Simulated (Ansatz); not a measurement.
# Fields on a plane of GaCuSe2 (chalcopyrite)

```xyz
8
Lattice="-2.8360 2.8360 5.6316 2.8360 -2.8360 5.6316 2.8360 2.8360 -5.6316" Properties=species:S:1:pos:R:3 pbc="T T T"
Cu     0.0000     2.8360     2.8158
Cu     0.0000     0.0000     0.0000
Ga     2.8360     0.0000     2.8158
Ga     0.0000     0.0000     5.6316
Se     1.4180     1.3827    -1.4079
Se     1.4180     1.4533     4.2237
Se     1.4533    -1.4180     7.0395
Se     1.3827     4.2540     1.4079
```

The slice is a (001) plane (indices of the conventional cell) through the point (0.750, 0.250, 0.500) (fractional), spanned by u = [101] and v = [011] in vectors of this cell: u (5.67 Å) and v (5.67 Å, at 90° to u). It covers one period; positions are fractions (u, v).

Atoms on it: Cu at (0.00, 0.00); Ga at (0.50, 0.50).

Calculation: PBE (plane waves to 420 eV, PAW, scalar-relativistic; Ansatz, a first-principles code). k mesh 8×8×8. These are valence fields of a PAW run, semicore shells included where kept as valence: close to a nucleus they are smooth pseudo fields. At this level the bands of GaCuSe2 touch or barely overlap; measurements give the solid a gap. GaCuSe2 is run without spin polarisation. GaCuSe2 was relaxed with its symmetry unable to fall. The PAW data are Ansatz's earlier set.

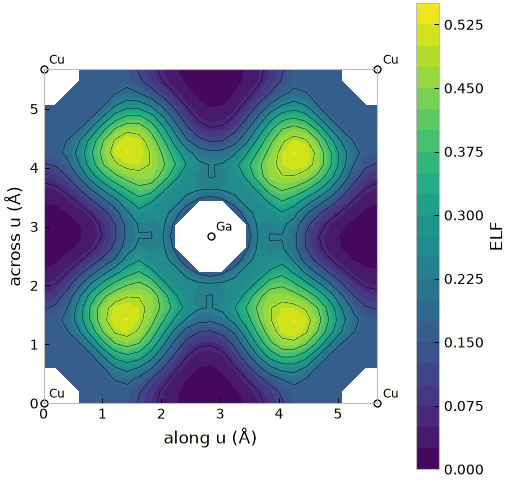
Figure: Electron localisation function (ELF), one period of the plane, atoms marked. Points within 0.5 Å of a nucleus are left white, as the pseudised field means little there.

```
v \ u  0.00  0.11  0.21  0.32  0.43  0.54  0.64  0.75  0.86  0.96
-----  ----  ----  ----  ----  ----  ----  ----  ----  ----  ----
0.93    1.2   0.2  -0.8  -1.2  -1.6  -1.7  -1.3  -0.9  -0.3   1.0
0.86    0.0  -0.5  -0.8  -1.0  -1.3  -1.4  -1.2  -0.9  -0.6  -0.1
0.79   -0.8  -0.8  -0.8  -0.9  -1.1  -1.1  -1.0  -0.8  -0.8  -0.8
0.71   -1.1  -1.0  -0.8  -0.8  -0.8  -0.8  -0.8  -0.8  -0.9  -1.1
0.64   -1.4  -1.3  -1.0  -0.7  -0.4  -0.3  -0.6  -0.9  -1.1  -1.4
0.57   -1.7  -1.5  -1.1  -0.6   0.4   0.8  -0.4  -0.9  -1.3  -1.7
0.50   -1.9  -1.6  -1.1  -0.5   1.0   1.5  -0.2  -1.0  -1.5  -1.7
0.43   -1.7  -1.5  -1.1  -0.6   0.4   0.8  -0.4  -0.9  -1.4  -1.7
0.36   -1.4  -1.3  -0.9  -0.7  -0.4  -0.3  -0.6  -0.9  -1.2  -1.4
0.29   -1.1  -1.0  -0.8  -0.8  -0.8  -0.8  -0.8  -0.8  -1.0  -1.1
0.21   -0.8  -0.8  -0.8  -0.9  -1.1  -1.1  -0.9  -0.8  -0.8  -0.8
0.14    0.0  -0.5  -0.8  -1.0  -1.4  -1.4  -1.1  -0.9  -0.6  -0.1
0.07    1.2   0.2  -0.8  -1.2  -1.6  -1.7  -1.3  -0.9  -0.3   1.0
0.00    1.9   0.5  -0.8  -1.3  -1.7  -1.8  -1.4  -1.0   0.0   1.7
```

Values: log₁₀ of the valence density in e/Å³. The scale is logarithmic, as a density can span decades between atoms and voids.
